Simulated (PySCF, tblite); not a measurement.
# B₃ClH₅N₃: excited states, first hyperpolarisability

What do calculations give for the excited states, first hyperpolarisability of B₃ClH₅N₃ (`ClB1NBNBN1`)?

Computed with tblite 0.8.0 and PySCF 2.14.0 and routines of our own; the level stands in each step. Atoms count from 0.

## 1. The system as given

12 atoms, charge 0, multiplicity 1; geometry from: force field or distance geometry start.

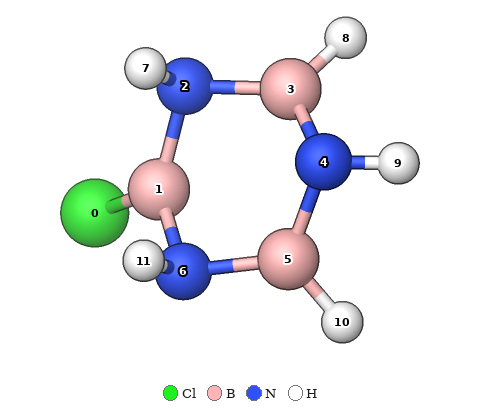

The starting geometry (chlorine green, boron pink, nitrogen blue, hydrogen white).

## 2. Relaxing the molecule with GFN2-xTB

What the job is given:

```
{"job": {"kind": "relax", "xc": "GFN2-xTB", "basis": "xTB"}, "charge": 0, "multiplicity": 1}
Cl     3.151400     0.300400    -0.542400
B      1.415700     0.219200     0.097000
N      0.890800    -1.112000     0.660300
B     -0.493000    -1.321600     0.014200
N     -1.523000    -0.200100     0.034300
B     -0.816800     1.048400    -0.503700
N      0.536700     1.467000     0.086600
H      0.724200    -0.960100     1.683000
H     -0.706500    -2.333900    -0.564300
H     -2.285600    -0.449600    -0.641100
H     -1.246300     1.625600    -1.438900
H      0.353600     1.715900     1.089200
```

The run is started by

```bash
$ OMP_NUM_THREADS=1 python excited_run.py task.json out
```

One launch serves the whole session: the jobs run in the order shown.

Log:

```text
step      E/eV     max force
  0    -534.74380    3.686
  1    -535.21434    2.697
  2    -535.70449    1.452
  3    -535.76331    0.586
  4    -535.80683    0.517
  5    -535.86108    0.761
  6    -535.91993    0.814
  7    -535.99270    0.875
  8    -536.10873    1.328
  9    -536.26190    2.112
 10    -536.55872    1.834
 11    -537.00113    2.241
 12    -536.98786    2.846
 13    -537.31394    1.037
 14    -537.45323    1.079
 15    -537.75679    1.652
 16    -538.01163    1.394
 17    -538.18941    1.085
 18    -538.30698    1.093
 19    -538.40173    0.771
 20    -538.47009    0.760
 21    -538.52635    0.479
 22    -538.55511    0.520
 23    -538.59081    0.496
 24    -538.62141    0.567
 25    -538.65380    0.630
 26    -538.68184    0.509
 27    -538.71602    0.697
 28    -538.74608    0.713
 29    -538.77560    0.634
 30    -538.80564    0.454
 31    -538.82521    0.451
 32    -538.84642    0.487
 33    -538.85955    0.327
 34    -538.86520    0.200
 35    -538.86958    0.238
 36    -538.87590    0.333
 37    -538.88174    0.331
 38    -538.88571    0.132
 39    -538.88824    0.138
 40    -538.89076    0.263
 41    -538.89414    0.364
 42    -538.89817    0.221
 43    -538.90041    0.133
 44    -538.90181    0.101
 45    -538.90299    0.134
 46    -538.90405    0.125
 47    -538.90480    0.047
 48    -538.90519    0.037
 49    -538.90538    0.055
 50    -538.90553    0.051
 51    -538.90566    0.030
 52    -538.90573    0.016
 53    -538.90575    0.012
 54    -538.90576    0.009
```

Wall time 0.46 s (1 thread of Arm Neoverse N1, shared host); peak memory 0.18 GiB.

Relaxation path: (not every step is listed)

```csv
step,energy from step 0 (eV),largest force (eV/Å)
0,0.0000,3.6863
1,-0.4705,2.6966
2,-0.9607,1.4517
3,-1.0195,0.5863
4,-1.0630,0.5165
5,-1.1173,0.7613
6,-1.1761,0.8143
7,-1.2489,0.8751
8,-1.3649,1.3283
12,-2.2441,2.8464
16,-3.2678,1.3943
20,-3.7263,0.7603
24,-3.8776,0.5666
28,-4.0023,0.7134
32,-4.1026,0.4872
36,-4.1321,0.3327
40,-4.1470,0.2630
44,-4.1580,0.1013
48,-4.1614,0.0374
49,-4.1616,0.0549
50,-4.1617,0.0514
51,-4.1619,0.0302
52,-4.1619,0.0162
53,-4.1620,0.0124
54,-4.1620,0.0091
```

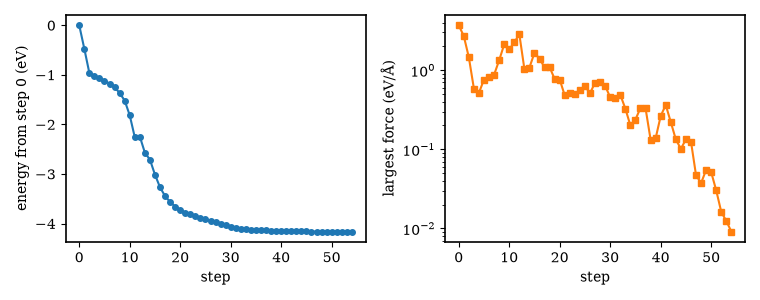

Energy and largest force along the relaxation.

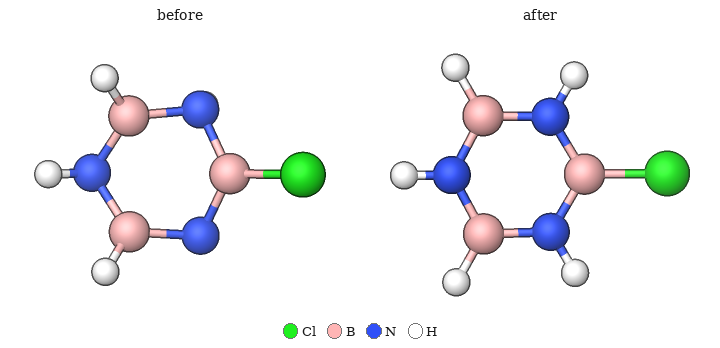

The geometry before (left) and after (right).

Distances of close pairs at the start and the end, largest changes first:

```csv
bond,before (Å),after (Å),change (Å)
B1–N2,1.538,1.413,-0.125
N2–B3,1.542,1.421,-0.120
N4–B5,1.532,1.416,-0.116
B5–N6,1.535,1.421,-0.114
B1–N6,1.526,1.413,-0.114
B3–N4,1.523,1.416,-0.107
Cl0–B1,1.852,1.748,-0.104
N6–H11,1.049,1.009,-0.041
```

The next job starts from the end point, and lists it.

## 3. Vibrational analysis with GFN2-xTB

What the job is given:

```
{"job": {"kind": "ir", "xc": "GFN2-xTB", "basis": "xTB"}, "charge": 0, "multiplicity": 1}
Cl     2.940684     0.588243     0.856936
B      1.292813     0.258890     0.375882
N      0.773866    -1.053615     0.437753
B     -0.560738    -1.354182     0.052917
N     -1.353693    -0.271344    -0.398903
B     -0.888614     1.063687    -0.481679
N      0.454797     1.299713    -0.082619
H      1.369105    -1.799704     0.763510
H     -0.974352    -2.448066     0.112050
H     -2.304651    -0.461388    -0.674981
H     -1.569648     1.939090    -0.857216
H      0.821629     2.237991    -0.129678
```

Log:

```text
mode    cm-1     km/mol
  1     124.3      1.25
  2     236.6      5.58
  3     263.7      0.00
  4     335.3      0.15
  5     335.8      0.16
  6     507.3      1.23
  7     537.3     44.27
  8     591.9      8.64
  9     665.1      7.29
 10     705.4      0.01
 11     732.3     27.24
 12     797.7      0.00
 13     809.9      5.12
 14     821.2    352.89
 15     939.6      8.38
 16     973.5     57.63
 17     982.6      0.24
 18    1061.7     13.25
 19    1069.5      0.05
 20    1191.5      0.97
 21    1238.2      5.04
 22    1301.1      0.64
 23    1302.1      0.05
 24    1384.4   1044.17
 25    1415.1    531.48
 26    2623.7    273.53
 27    2628.0    118.04
 28    3468.6      0.67
 29    3469.6      4.22
 30    3470.2      2.19
```

Run time: 0.47 s. Hardware: 1 thread of Arm Neoverse N1, shared host; peak memory 0.18 GiB.

The strongest bands and the atoms that carry them (share of the mass-weighted mode):

| cm⁻¹ | km/mol | atoms |
| --- | --- | --- |
| 537 | 44.3 | B1 63 %, N6 10 %, N2 10 % |
| 732 | 27.2 | H9 31 %, H11 25 %, H7 25 % |
| 821 | 352.9 | H9 22 %, H10 19 %, H8 19 % |
| 974 | 57.6 | B1 50 %, B5 14 %, B3 13 % |
| 1384 | 1044.2 | N6 20 %, N2 20 %, B3 20 %, B5 20 % |
| 1415 | 531.5 | N4 26 %, B1 25 %, N2 10 %, N6 10 % |
| 2624 | 273.5 | H10 48 %, H8 44 % |
| 2628 | 118.0 | H8 48 %, H10 44 % |

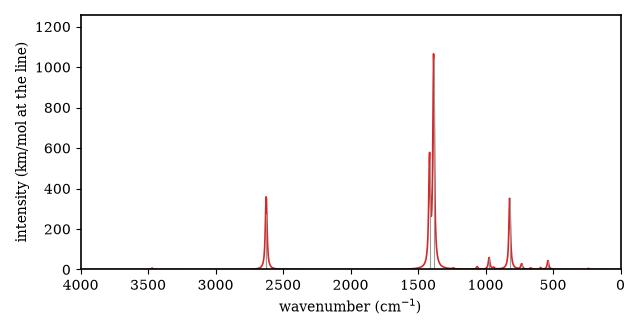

The infrared spectrum from these modes, unscaled. Lines are broadened to a width of 14 cm⁻¹ (Lorentzian).

## 4. Excited states: TDA CAM-B3LYP/def2-SVPD

Settings changed since step 3:

```diff
@@ -1,2 +1,2 @@
-{"job": {"kind": "ir", "xc": "GFN2-xTB", "basis": "xTB"}, "charge": 0, "multiplicity": 1}
+{"job": {"kind": "states", "xc": "CAM-B3LYP", "basis": "def2-SVPD", "tda": true, "soc": true, "nstates": 8, "ntriplets": 4, "nquad": 4}, "charge": 0, "multiplicity": 1}
 Cl     2.940684     0.588243     0.856936
```

Level: TDA CAM-B3LYP/def2-SVPD excited states, vertical, gas phase, spin-orbit mean-field couplings.

Log:

```text
coarse grid: 11168 points
cycle   1  E = -701.7662777988  dE =  1.242e+00  |g| = 5.501e-01  |ddm| = 9.850e+00
cycle   2  E = -701.7765089801  dE = -1.023e-02  |g| = 5.573e-01  |ddm| = 2.077e+00
cycle   3  E = -701.8401682503  dE = -6.366e-02  |g| = 4.725e-02  |ddm| = 1.304e+00
cycle   4  E = -701.8406638503  dE = -4.956e-04  |g| = 2.500e-02  |ddm| = 2.323e-01
cycle   5  E = -701.8408168384  dE = -1.530e-04  |g| = 3.348e-03  |ddm| = 7.838e-02
cycle   6  E = -701.8408194977  dE = -2.659e-06  |g| = 1.216e-03  |ddm| = 1.940e-02
final grid: 105208 points
cycle   7  E = -701.9199918257  dE = -2.844e-05  |g| = 5.455e-03  |ddm| = 2.038e-01
cycle   8  E = -701.9199908340  dE =  9.916e-07  |g| = 6.016e-03  |ddm| = 2.360e-02
cycle   9  E = -701.9199981572  dE = -7.323e-06  |g| = 3.143e-04  |ddm| = 9.916e-03
cycle  10  E = -701.9199981804  dE = -2.328e-08  |g| = 1.253e-04  |ddm| = 2.145e-03
cycle  11  E = -701.9199981848  dE = -4.334e-09  |g| = 3.988e-05  |ddm| = 4.267e-04
cycle  12  E = -701.9199981852  dE = -3.959e-10  |g| = 9.158e-06  |ddm| = 1.301e-04
converged SCF energy = -701.9199981852

Singlet excitations
state   eV       nm        f     d(h-e)  d(exc)  Lambda  PR(NTO)  |dmu|/D   mu/D   main configurations
  1   7.0202   176.6   0.00499   0.262   2.639   0.480   1.782    1.014    0.443   H->L+1 0.63, H-1->L+3 0.30
  2   7.4622   166.1   0.00331   0.159   3.651   0.311   1.173    1.080    0.376   H->L 0.89
  3   7.7304   160.4   0.00000   0.407   3.445   0.279   1.271    1.787    3.243   H-1->L 0.81, H->L+4 0.09
  4   7.9254   156.4   0.26590   0.054   3.037   0.607   1.196    0.080    1.378   H->L+3 0.89
  5   7.9934   155.1   0.00417   0.849   3.664   0.284   1.429                     H->L+2 0.75, H-3->L 0.10
  6   8.0672   153.7   0.00001   1.250   2.926   0.354   1.070                     H-2->L+3 0.90
  7   8.1857   151.5   0.36761   0.984   2.876   0.574   1.258                     H-1->L+1 0.71, H-4->L+1 0.09
  8   8.1932   151.3   0.11730   0.420   2.866   0.443   1.221                     H-4->L+1 0.39, H-2->L+1 0.33, H-1->L+1 0.17

Triplet excitations (Tamm-Dancoff)
state   eV     d(h-e)  d(exc)  Lambda  PR(NTO)   main configurations
  1   6.5761   0.234   2.633   0.463   1.038   H->L+1 0.87, H-3->L+1 0.09
  2   6.7036   0.064   2.685   0.611   1.355   H->L+3 0.80, H-1->L+1 0.13
  3   6.7716   0.789   2.710   0.619   1.447   H-1->L+1 0.80, H->L+3 0.11
  4   7.0426   0.276   2.539   0.508   1.052   H-1->L+3 0.92
S1 - T1 = 0.4441 eV

Spin-orbit couplings |<S|Hso|T>| (cm-1)
             T1       T2       T3       T4
S0        0.122    0.037    0.026    0.131
S1        0.002    0.047    0.057    0.005
S2        0.444    1.491    1.399    1.862
S3        1.032    3.781    3.341    1.317
S4        0.074    0.035    0.007    0.124
S5        2.692    4.256    1.731    1.799
S6        1.051   83.674   30.808    7.325
S7       10.838    0.698    3.199    0.183
S8       22.143    1.444    6.555    0.178
T1 sublevels (cm-1): 0.000 0.047 0.047   radiative rates (1/s): 184 0.0003 0.0385
```

Run time: 42 s. Hardware: 1 thread of Arm Neoverse N1, shared host; peak memory 0.73 GiB.

Key values:

| quantity | value |
| --- | --- |
| S1 less T1 | 0.44 eV |

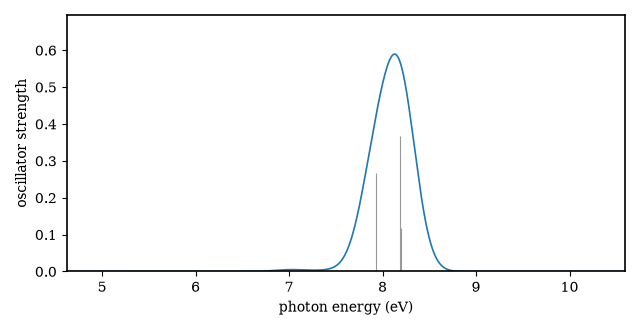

Absorption lines of the singlets. Lines are broadened to a width of 0.40 eV (Gaussian).

## 5. Excited states: TDDFT B3LYP/def2-SVPD

Settings changed since step 4:

```diff
@@ -1,2 +1,2 @@
-{"job": {"kind": "states", "xc": "CAM-B3LYP", "basis": "def2-SVPD", "tda": true, "soc": true, "nstates": 8, "ntriplets": 4, "nquad": 4}, "charge": 0, "multiplicity": 1}
+{"job": {"kind": "states", "xc": "B3LYP", "basis": "def2-SVPD", "tpa": true, "nstates": 6, "nquad": 5, "ntriplets": 0}, "charge": 0, "multiplicity": 1}
 Cl     2.940684     0.588243     0.856936
```

Level: TDDFT B3LYP/def2-SVPD excited states, vertical, gas phase, two-photon moments by quadratic response.

Log:

```text
coarse grid: 11168 points
cycle   1  E = -701.8902980005  dE =  9.817e-01  |g| = 6.077e-01  |ddm| = 1.022e+01
cycle   2  E = -701.8073820212  dE =  8.292e-02  |g| = 8.672e-01  |ddm| = 2.518e+00
cycle   3  E = -701.9731059901  dE = -1.657e-01  |g| = 7.030e-02  |ddm| = 1.592e+00
cycle   4  E = -701.9742339424  dE = -1.128e-03  |g| = 2.591e-02  |ddm| = 2.702e-01
cycle   5  E = -701.9743956924  dE = -1.617e-04  |g| = 5.283e-03  |ddm| = 1.057e-01
cycle   6  E = -701.9744025842  dE = -6.892e-06  |g| = 1.810e-03  |ddm| = 2.064e-02
final grid: 105208 points
cycle   7  E = -702.0517055925  dE = -3.325e-05  |g| = 7.701e-03  |ddm| = 3.407e-01
cycle   8  E = -702.0516915360  dE =  1.406e-05  |g| = 1.119e-02  |ddm| = 2.976e-02
cycle   9  E = -702.0517183915  dE = -2.686e-05  |g| = 6.393e-04  |ddm| = 1.711e-02
cycle  10  E = -702.0517184885  dE = -9.701e-08  |g| = 1.522e-04  |ddm| = 2.943e-03
cycle  11  E = -702.0517184943  dE = -5.777e-09  |g| = 5.232e-05  |ddm| = 5.803e-04
cycle  12  E = -702.0517184950  dE = -6.995e-10  |g| = 9.305e-06  |ddm| = 2.119e-04
converged SCF energy = -702.0517184950

Singlet excitations
state   eV       nm        f     d(h-e)  d(exc)  Lambda  PR(NTO)  |dmu|/D   mu/D   delta(TPA)   sigma/GM   main configurations
  1   6.7006   185.0   0.00781   0.580   2.877   0.497   1.574    2.075    0.662        0.14      0.002   H->L 0.77, H-1->L+2 0.21
  2   7.0139   176.8   0.00303   0.072   3.964   0.341   1.030    0.673    0.740        1.55      0.028   H->L+1 0.98
  3   7.3103   169.6   0.07202   0.158   3.215   0.639   1.671    0.588    0.825       86.43      1.692   H->L+2 0.75, H-1->L 0.23
  4   7.3420   168.9   0.00000   0.209   3.701   0.320   1.081    0.970    2.382       23.48      0.464   H-1->L+1 0.95
  5   7.5519   164.2   0.00004   1.560   3.221   0.359   1.012    4.989    3.577        0.02      0.000   H-2->L+2 0.98
  6   7.5526   164.2   0.00079   0.915   4.184   0.313   1.248                                            H->L+3 0.88
```

Wall time 40 s (1 thread of Arm Neoverse N1, shared host); peak memory 0.69 GiB.

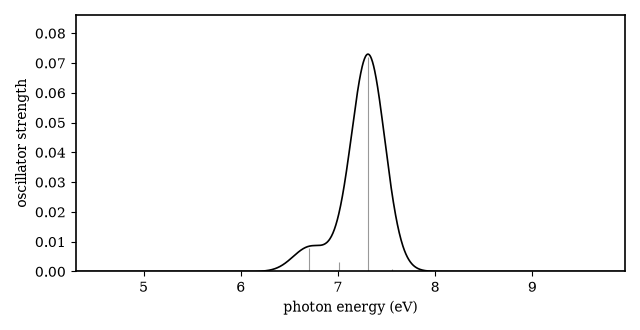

Absorption lines of the singlets. Lines are broadened to a width of 0.40 eV (Gaussian).

## 6. First hyperpolarisability: quadratic response CAM-B3LYP/def2-SVPD

Settings changed since step 5:

```diff
@@ -1,2 +1,2 @@
-{"job": {"kind": "states", "xc": "B3LYP", "basis": "def2-SVPD", "tpa": true, "nstates": 6, "nquad": 5, "ntriplets": 0}, "charge": 0, "multiplicity": 1}
+{"job": {"kind": "beta", "xc": "CAM-B3LYP", "basis": "def2-SVPD", "wavelengths": [1907, 1064]}, "charge": 0, "multiplicity": 1}
 Cl     2.940684     0.588243     0.856936
```

Level: quadratic response CAM-B3LYP/def2-SVPD first hyperpolarisability, Taylor convention, gas phase.

Log:

```text
coarse grid: 11168 points
cycle   1  E = -701.7662777988  dE =  1.242e+00  |g| = 5.501e-01  |ddm| = 9.850e+00
cycle   2  E = -701.7765089801  dE = -1.023e-02  |g| = 5.573e-01  |ddm| = 2.077e+00
cycle   3  E = -701.8401682503  dE = -6.366e-02  |g| = 4.725e-02  |ddm| = 1.304e+00
cycle   4  E = -701.8406638503  dE = -4.956e-04  |g| = 2.500e-02  |ddm| = 2.323e-01
cycle   5  E = -701.8408168384  dE = -1.530e-04  |g| = 3.348e-03  |ddm| = 7.838e-02
cycle   6  E = -701.8408194977  dE = -2.659e-06  |g| = 1.216e-03  |ddm| = 1.940e-02
final grid: 105208 points
cycle   7  E = -701.9199918257  dE = -2.844e-05  |g| = 5.455e-03  |ddm| = 2.038e-01
cycle   8  E = -701.9199908340  dE =  9.916e-07  |g| = 6.016e-03  |ddm| = 2.360e-02
cycle   9  E = -701.9199981572  dE = -7.323e-06  |g| = 3.143e-04  |ddm| = 9.916e-03
cycle  10  E = -701.9199981804  dE = -2.328e-08  |g| = 1.253e-04  |ddm| = 2.145e-03
cycle  11  E = -701.9199981848  dE = -4.334e-09  |g| = 3.988e-05  |ddm| = 4.267e-04
cycle  12  E = -701.9199981852  dE = -3.959e-10  |g| = 9.158e-06  |ddm| = 1.301e-04
converged SCF energy = -701.9199981852

Lowest singlets (eV, f): 6.9924 0.0055  7.4589 0.0032  7.7257 0.0000

First hyperpolarisability (au)
process     nm      |vector|   parallel      HRS      DR
static         -       86.29     -51.78      46.93   2.777
shg       1907.0       89.57     -53.74      48.52   2.796
eope      1907.0       87.36     -52.42          -       -
shg       1064.0       97.53     -58.52      52.38   2.839
eope      1064.0       89.81     -53.88          -       -
```

Wall time 39 s (1 thread of Arm Neoverse N1, shared host); peak memory 0.72 GiB.

## 7. Summary of results

```
                                                 quantity                                             value
                strongest single infrared mode (GFN2-xTB)                            1384 cm⁻¹, 1044 km/mol
                             zero-point energy (GFN2-xTB)                                     51.4 kcal/mol
             S1 less T1 (step 4, TDA CAM-B3LYP/def2-SVPD)                                           0.44 eV
β vector (step 6, quadratic response CAM-B3LYP/def2-SVPD)  static 86, SHG 1907.0 nm 90, SHG 1064.0 nm 98 au
```

What this shows: No mode is imaginary among the 30: a minimum at this level. The strongest single mode, at 1384 cm⁻¹, has its largest shares on N6, N2, B3 and B5 (the list is cut at 4 atoms). Unscaled tight-binding wavenumbers are off by several per cent, some by more. Its intensities can rank the bands wrongly. In step 4, the number of triplets below S1 is 3, and the largest singlet-triplet spin-orbit coupling is S6–T2, 83.67 cm⁻¹. In step 5 some excited states are degenerate or nearly so. β grows from 86 au (static) to 98 au for doubling at 1064.0 nm: normal dispersion, which grows as twice the photon energy moves toward the bright states.
